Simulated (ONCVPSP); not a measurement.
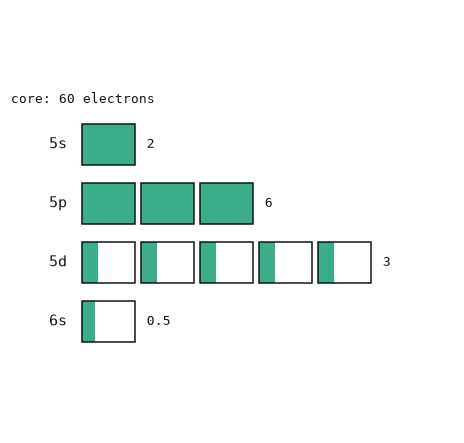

*The valence shells of the reference configuration: a box for each of the 2l + 1 orbitals, shaded by the share of the shell that is filled, with the electron count at the right.*

**Pseudopotential generation for Ta**

System: tantalum (Ta, Z = 73), core [Kr] 4d10 4f14, reference valence 5s2 5p6 5d3 6s0.5 (an ion of charge +1.5), valence charge 13.
Method: ONCV potential, PBEsol, scalar-relativistic, made with ONCVPSP 4.0.1.

**Input file**
```
# ATOM AND REFERENCE CONFIGURATION
# atsym  z   nc   nv     iexc    psfile
  Ta 73.00   10    4  -116133      upf
#
#   n    l    f
    1    0    2.00
    2    0    2.00
    2    1    6.00
    3    0    2.00
    3    1    6.00
    3    2   10.00
    4    0    2.00
    4    1    6.00
    4    2   10.00
    4    3   14.00
    5    0    2.00
    5    1    6.00
    5    2    3.00
    6    0    0.50
#
# PSEUDOPOTENTIAL AND OPTIMIZATION
# lmax
    2
#
#   l,   rc,      ep,       ncon, nbas, qcut
    0    2.05    0.00    3    7    5.50
    1    1.35    0.00    5   10    6.10
    2    3.05    0.00    4    8    5.80
#
# LOCAL POTENTIAL
# lloc, lpopt,  rc(5),   dvloc0
    4    2    1.05    0.00
#
# VANDERBILT-KLEINMAN-BYLANDER PROJECTORs
# l, nproj, debl
    0    2    1.70
    1    2    2.80
    2    1    2.50
#
# MODEL CORE CHARGE
# icmod, fcfact, rcfact
    1    0.75    0.00
#
# LOG DERIVATIVE ANALYSIS
# epsh1, epsh2, depsh
   -5.00    5.00    0.04
#
# OUTPUT GRID
# rlmax, drl
    6.00    0.01
#
# TEST CONFIGURATIONS
# ncnf
    4
# nvcnf
#   n    l    f
    4
    5    0    2.00
    5    1    6.00
    5    2    3.00
    6    0    2.00
#
    4
    5    0    2.00
    5    1    6.00
    5    2    3.00
    6    0    1.00
#
    4
    5    0    2.00
    5    1    6.00
    5    2    3.00
    6    0    0.00
#
    4
    5    0    2.00
    5    1    6.00
    5    2    2.00
    6    0    0.00
#
```

Hardware: 1 CPU thread, shared host.

Run as:
```bash
oncvpsp.x < Ta.dat > Ta.out
```

**Output (extracts)**
```
ONCVPSP  (Optimized Norm-Conservinng Vanderbilt PSeudopotential)
scalar-relativistic version 4.0.1

#   n    l    f        energy (Ha)
    1    0    2.00    -2.4753707E+03
    2    0    2.00    -4.2564666E+02
    2    1    6.00    -3.7308131E+02
    3    0    2.00    -9.7819417E+01
    3    1    6.00    -8.2188153E+01
    3    2   10.00    -6.3948466E+01
    4    0    2.00    -2.0261945E+01
    4    1    6.00    -1.5134306E+01
    4    2   10.00    -8.5738511E+00
    4    3   14.00    -1.3230201E+00
    5    0    2.00    -3.0978925E+00
    5    1    6.00    -1.8631328E+00
    5    2    3.00    -5.2677145E-01
    6    0    0.50    -5.4997860E-01

Reference configufation results
  iterations    32
  all-electron total energy (Ha)   -1.55993521D+04

Begin loop to  construct optimized pseudo wave functions
and semi-local pseudopoentials for all angular momenta

Calculating optimized projector #   1

 for l=   0

    Fraction of norm inside rc  0.983811
    Optimizing pswf for qcut=   5.49 a_B^-1,  ecut=  15.08 Ha
    Residual kinetic energy error=  2.72D-06 Ha

    Energy error per electron        Cutoff
         Ha          eV             Ha
         0.01000     0.27211        4.57
         0.00100     0.02721        6.00
         0.00010     0.00272       10.80
         0.00001     0.00027       13.57

Calculating optimized projector #   2

 for l=   0

    Fraction of norm inside rc  0.152450
    Optimizing pswf for qcut=   5.49 a_B^-1,  ecut=  15.08 Ha
    Residual kinetic energy error=  1.57D-05 Ha

    Energy error per electron        Cutoff
         Ha          eV             Ha
         0.01000     0.27211        4.00
         0.00100     0.02721        8.95
         0.00010     0.00272       12.80
         0.00001     0.00027       18.13

   Wellstate for l =  1  n =  7
     eigenvalue =   0.9369
     asymptotic potential =   1.4369
     half-point radius =  3.7107

Calculating optimized projector #   1

 for l=   1

    Fraction of norm inside rc  0.604775
    Optimizing pswf for qcut=   6.11 a_B^-1,  ecut=  18.65 Ha
    Residual kinetic energy error=  8.41D-03 Ha

    Energy error per electron        Cutoff
         Ha          eV             Ha
         0.01000     0.27211       17.82
         0.00100     0.02721      108.18
         0.00010     0.00272      178.18
         0.00001     0.00027      196.44

Calculating optimized projector #   2

 for l=   1

    Fraction of norm inside rc  0.046268
    Optimizing pswf for qcut=   6.11 a_B^-1,  ecut=  18.65 Ha
    Residual kinetic energy error=  2.54D-03 Ha

    Energy error per electron        Cutoff
         Ha          eV             Ha
         0.01000     0.27211        8.04
         0.00100     0.02721       22.66
         0.00010     0.00272       72.14
         0.00001     0.00027      207.45

Calculating optimized projector #   1

 for l=   2

    Fraction of norm inside rc  0.879773
    Optimizing pswf for qcut=   5.80 a_B^-1,  ecut=  16.80 Ha
    Residual kinetic energy error=  1.06D-08 Ha

    Energy error per electron        Cutoff
         Ha          eV             Ha
         0.01000     0.27211        7.91
         0.00100     0.02721       10.22
         0.00010     0.00272       12.03
         0.00001     0.00027       13.44

Construct Vanderbilt / Kleinmman-Bylander projectors

B matrix Hermiticity error, ll=   0
   1   2    3.5866E-04

  Orthonormal projector coefficients  7.1815E+00  1.6418E+00

B matrix Hermiticity error, ll=   1
   1   2   -3.3422E-04

  Orthonormal projector coefficients  1.0298E+01  3.7818E+00

Model core correction analysis
  based on d2Exc/dn_idn_j

d2excae - all-electron derivatives

   -2.714521D-02   -2.376109D-02   -1.085396D-02   -2.179190D-03
   -2.376125D-02   -2.404482D-02   -1.502018D-02   -3.820305D-03
   -1.086182D-02   -1.506673D-02   -2.019739D-02   -1.436619D-02
   -2.202329D-03   -3.972687D-03   -1.509820D-02   -2.087700D-02

d2excps - pseudofunction derivatives with no core correction

   -5.632722D-02   -3.350378D-02   -1.183310D-02   -5.343546D-03
   -3.350503D-02   -3.265387D-02   -1.727414D-02   -4.564504D-03
   -1.184136D-02   -1.732246D-02   -2.244656D-02   -1.494937D-02
   -5.369574D-03   -4.722614D-03   -1.570940D-02   -2.151296D-02

rms 2nd derivative error    8.496290E-03

Polynomial model core charge

d2excps - pseudofunction derivatives with core correction

   -2.214913D-02   -2.003671D-02   -9.131223D-03   -1.990803D-03
   -2.003665D-02   -2.433611D-02   -1.505526D-02   -3.479831D-03
   -9.138955D-03   -1.510173D-02   -2.125145D-02   -1.447034D-02
   -2.013929D-03   -3.632222D-03   -1.520281D-02   -2.073992D-02

rms 2nd derivative error    1.939433E-03

Pseudoatom total energy  -58.179637

Diagnostic tests using Vanderbilt-Kleinman-Bylander pseudopotentials
  1 or more projectors used as specified by nproj input data

   l    rcore       rmatch      e in        delta e   norm test  slope test

   0   2.0520621   2.1143672  -3.0978925   0.0000066   1.0002231   1.0002059
   0   2.0520621   2.1143672  -0.5499786   0.0000096   1.0000488   0.9999796

   1   1.3580940   1.3993287  -1.8631328  -0.0000167   1.0001484   1.0001805
   1   1.3580940   1.3993287   0.9368672   0.0000076   1.0005031   1.0005031

   2   3.0637633   3.1567858  -0.5267715  -0.0000004   0.9999981   1.0000029

 Testing for bound ghosts
   n   l    E NL Schr. Eq   E Basis Diag.   E Cutoff

   1   0       -3.097886       -3.097878     45.48
   2   0       -0.549969       -0.541991     45.48

   2   1       -1.863149       -1.862617    270.85

   3   2       -0.526772       -0.526676     27.61

 Testing for highly-localized positive-energy ghosts
       l    <radius>/rc     E Basis Diag.   E Cutoff

       0        0.959776        3.377067     45.48  WARNING - GHOST(+)

Test configuration 0

   n   l     f        eae           eps        diff
   1   0  2.0000-2475.37066510
   2   0  2.0000 -425.64665587
   2   1  6.0000 -373.08130514
   3   0  2.0000  -97.81941685
   3   1  6.0000  -82.18815332
   3   2 10.0000  -63.94846567
   4   0  2.0000  -20.26194545
   4   1  6.0000  -15.13430606
   4   2 10.0000   -8.57385115
   4   3 14.0000   -1.32302012
   5   0  2.0000   -3.09789246   -3.09788588    6.58D-06
   5   1  6.0000   -1.86313279   -1.86314947   -1.67D-05
   5   2  3.0000   -0.52677145   -0.52677182   -3.72D-07
   6   0  0.5000   -0.54997860   -0.54996904    9.57D-06

    Total energies and differences
      AE_ref= -1.55993521D+04  AE_tst= -1.55993521D+04  dif=  0.00D+00
      PS_ref= -5.81796367D+01  PS_tst= -5.81796367D+01  dif=  2.84D-14
      PSP excitation error= -2.84D-14

Test configuration 1

   n   l     f        eae           eps        diff
   1   0  2.0000-2474.95329610
   2   0  2.0000 -425.23221155
   2   1  6.0000 -372.66675161
   3   0  2.0000  -97.40491763
   3   1  6.0000  -81.77364814
   3   2 10.0000  -63.53412610
   4   0  2.0000  -19.84736048
   4   1  6.0000  -14.71977069
   4   2 10.0000   -8.15949377
   4   3 14.0000   -0.90886811
   5   0  2.0000   -2.68386489   -2.67828420    5.58D-03
   5   1  6.0000   -1.44852857   -1.44693162    1.60D-03
   5   2  3.0000   -0.13305646   -0.13292100    1.35D-04
   6   0  2.0000   -0.20104675   -0.20087042    1.76D-04

    Total energies and differences
      AE_ref= -1.55993521D+04  AE_tst= -1.55999090D+04  dif= -5.57D-01
      PS_ref= -5.81796367D+01  PS_tst= -5.87364966D+01  dif= -5.57D-01
      PSP excitation error= -7.68D-05

Test configuration 2

   n   l     f        eae           eps        diff
   1   0  2.0000-2475.22065207
   2   0  2.0000 -425.49777891
   2   1  6.0000 -372.93238287
   3   0  2.0000  -97.67060523
   3   1  6.0000  -82.03933869
   3   2 10.0000  -63.79970284
   4   0  2.0000  -20.11310129
   4   1  6.0000  -14.98547570
   4   2 10.0000   -8.42508333
   4   3 14.0000   -1.17436111
   5   0  2.0000   -2.94938407   -2.94695107    2.43D-03
   5   1  6.0000   -1.71468639   -1.71389182    7.95D-04
   5   2  3.0000   -0.38708451   -0.38693942    1.45D-04
   6   0  1.0000   -0.42848476   -0.42829554    1.89D-04

    Total energies and differences
      AE_ref= -1.55993521D+04  AE_tst= -1.55995965D+04  dif= -2.44D-01
      PS_ref= -5.81796367D+01  PS_tst= -5.84240293D+01  dif= -2.44D-01
      PSP excitation error=  2.33D-05

Test configuration 3

   n   l     f        eae           eps        diff
   1   0  2.0000-2475.53019363
   2   0  2.0000 -425.80487387
   2   1  6.0000 -373.23957773
   3   0  2.0000  -97.97747807
   3   1  6.0000  -82.34621868
   3   2 10.0000  -64.10648313
   4   0  2.0000  -20.42005018
   4   1  6.0000  -15.29240130
   4   2 10.0000   -8.73188249
   4   3 14.0000   -1.48090065
   5   0  2.0000   -3.25551570   -3.25867598   -3.16D-03
   5   1  6.0000   -2.02035430   -2.02158182   -1.23D-03
   5   2  3.0000   -0.67342967   -0.67376448   -3.35D-04

    Total energies and differences
      AE_ref= -1.55993521D+04  AE_tst= -1.55990461D+04  dif=  3.06D-01
      PS_ref= -5.81796367D+01  PS_tst= -5.78734145D+01  dif=  3.06D-01
      PSP excitation error= -1.87D-04

Test configuration 4

   n   l     f        eae           eps        diff
   1   0  2.0000-2475.99542761
   2   0  2.0000 -426.27188003
   2   1  6.0000 -373.70662739
   3   0  2.0000  -98.44125399
   3   1  6.0000  -82.81001753
   3   2 10.0000  -64.57084315
   4   0  2.0000  -20.88374210
   4   1  6.0000  -15.75631864
   4   2 10.0000   -9.19613166
   4   3 14.0000   -1.94413165
   5   0  2.0000   -3.71461076   -3.71952122   -4.91D-03
   5   1  6.0000   -2.46886269   -2.47171377   -2.85D-03
   5   2  2.0000   -1.07050603   -1.07009650    4.10D-04

    Total energies and differences
      AE_ref= -1.55993521D+04  AE_tst= -1.55981784D+04  dif=  1.17D+00
      PS_ref= -5.81796367D+01  PS_tst= -5.70054855D+01  dif=  1.17D+00
      PSP excitation error= -4.27D-04
```

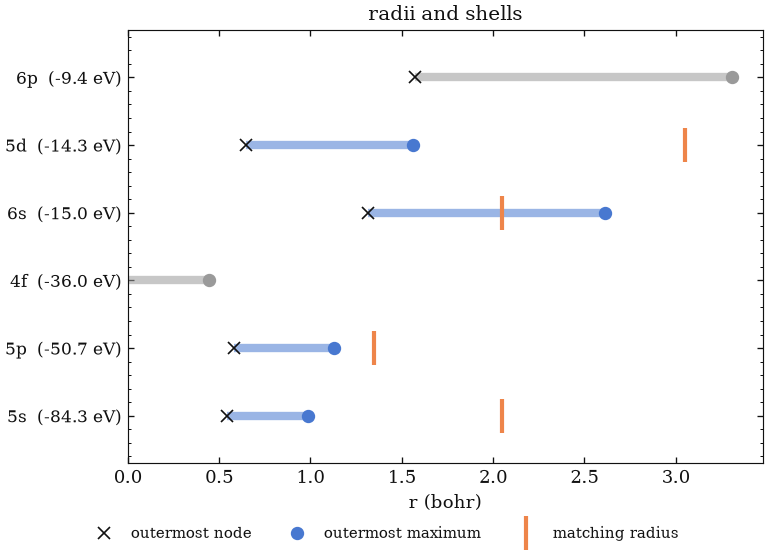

*Outer shells of the all-electron reference atom: each bar runs from the outermost node (or the nucleus) to the outermost maximum of u(r); the tick is the radius chosen for the pseudo-wave. Shells without a tick have no pseudo-wave of their own. Levels, nodes and maxima are from ld1.x, scalar-relativistic.*

- Radii against the shells: 5s: 2.05 bohr, outside the maximum; 5p: 1.35 bohr, outside the maximum; 6s: 2.05 bohr, between node and maximum; 5d: 3.05 bohr, outside the maximum.

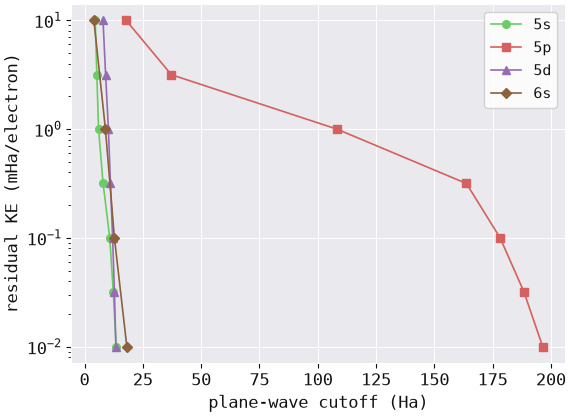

*Residual kinetic energy of the pseudo-waves (the first of each channel, and further valence shells) beyond the plane-wave cutoff, as the generator prints it.*

- Hardest wave at 1 mHa per electron: 5p, with rc = 1.35 bohr and qcut = 6.1 1/bohr. The optimisation minimises, but can't always remove, the kinetic energy above qcut²/2 = 18.6 Ha, and a larger rc would as a rule soften the wave at some cost in transferability.
- Cutoffs for 1 mHa per electron: 5p: 108 Ha; 5d: 10 Ha; 6s: 9.0 Ha; 5s: 6.0 Ha.
- Cutoffs for the occupied states: 108 Ha for 1 mHa and 178 Ha for 0.1 mHa per electron. The first is set by 5p.

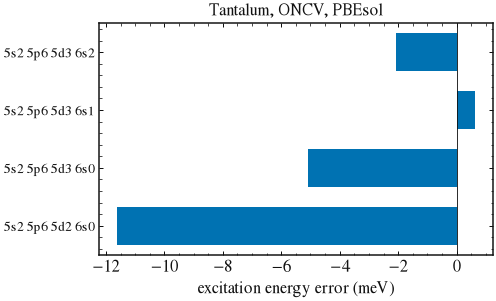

*Errors, all-electron minus pseudo, of the energies of valence configurations relative to the unpolarised reference 5s2 5p6 5d3 6s0.5.*

- Worst configuration: 5s2 5p6 5d2 6s0 (charge +3): the error is -12 meV on an all-electron energy of +31.94 eV relative to the reference, or 0.036 %.
- Errors in meV: 5s2 5p6 5d3 6s2: -2.1; 5s2 5p6 5d3 6s1: +0.6; 5s2 5p6 5d3 6s0: -5.1; 5s2 5p6 5d2 6s0: -12.

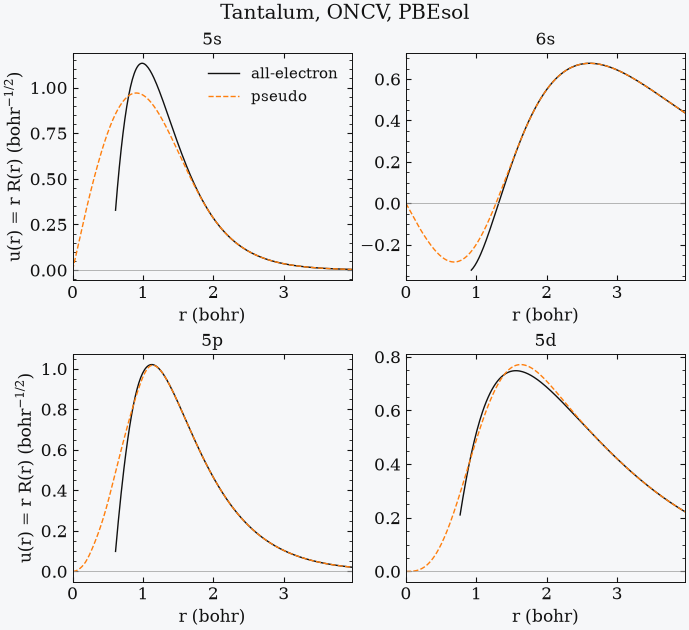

*Partial waves u(r) = r R(r), all-electron (solid) and pseudo (dashed). The innermost oscillations of some all-electron curves aren't drawn. Reference configuration 5s2 5p6 5d3 6s0.5.*

- Matching radii: 5s at 2.05 bohr; 6s at 2.05 bohr; 5p at 1.35 bohr; 5d at 3.05 bohr. The curves merge smoothly, so the plot gives these only roughly.
- Nodes of the pseudo-waves: 5s has no node; 6s has a node at about 1.3 bohr; 5p has no node; 5d has no node. A node in 6s is expected, since a lower shell of the same l is also in the valence and the two must stay orthogonal.
- Cutoffs needed: 108 Ha (loose) and 178 Ha (tight), as the cutoffs at which the residual kinetic energy of the hardest occupied pseudo-wave falls to 1 and 0.1 mHa per electron.

**Key numbers**

- outcome: generated
- cutoffs needed: 108 Ha and 178 Ha (the cutoffs at which the residual kinetic energy of the hardest occupied pseudo-wave falls to 1 and 0.1 mHa per electron)
- ghost test: no bound ghost flagged; GHOST(+) flagged for s at 91.9 eV
- largest excitation error: -12 meV (all-electron minus pseudo) for 5s2 5p6 5d2 6s0, out of 4 test configurations
- rms error of d²Exc/dni dnj: 8.50 mHa without and 1.94 mHa with the model core
- range over which the phases arctan(r R′/R) at the test radius agree within 0.05 rad (a looser test near the poles than one of phase shifts): s: up to about 2.7 Ha; p: over the whole range computed; d: up to about 0.2 Ha; f: not judged, local potential alone
- wall time: 5 s

**Remarks**

The scattering phases part by more than π/2 and stay apart in s from about 3.5 Ha: a level there is either far displaced or one that only the pseudo-atom has.
